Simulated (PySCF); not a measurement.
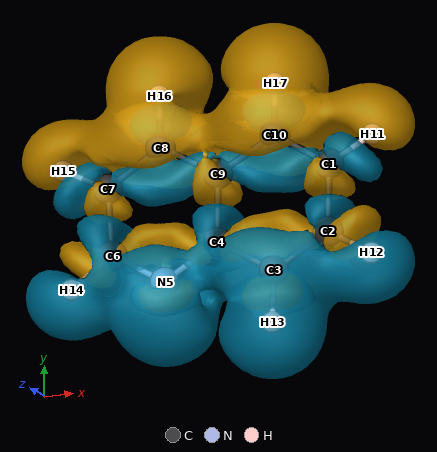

Figure. C₉H₇N, SMILES `c1ccc2ncccc2c1`. Change of the electron density in a uniform field of 0.51 V/Å, surfaces at ±0.002 e/Å³ (yellow: gain, teal: loss).

Level of theory: M06-2X/6-31+G* (PySCF), at a geometry from GFN2-xTB. No frequency check shows the geometry to be a minimum. The basis has diffuse s and p functions alone, which still leaves polarisabilities too small, most of all across bonds.

Geometry (Å), atoms numbered from 1:

```
C1       2.3928    0.6961    0.0000
C2       2.3812   -0.7086    0.0000
C3       1.1999   -1.3958    0.0000
C4      -0.0268   -0.6996    0.0000
N5      -1.1747   -1.4075    0.0000
C6      -2.3054   -0.7615    0.0000
C7      -2.4110    0.6421    0.0000
C8      -1.2617    1.3837    0.0000
C9      -0.0156    0.7229    0.0000
C10      1.2206    1.3991    0.0000
H11      3.3392    1.2170    0.0000
H12      3.3205   -1.2422    0.0000
H13      1.1685   -2.4740    0.0000
H14     -3.1987   -1.3741    0.0000
H15     -3.3839    1.1095    0.0000
H16     -1.2886    2.4653    0.0000
H17      1.2223    2.4802    0.0000
```

The field was applied in both directions; the picture shows the one opposite to the script's first.

Q: Along which Cartesian direction does the field point?

A: Along −y: electrons gather on the +y side, against the field.

Q: What dipole is induced, and what polarisability does it imply?

A: The induced dipole is 2.79 D (along the field); α along this axis, from the fields in both directions, is 110 bohr³ (16.3 Å³).
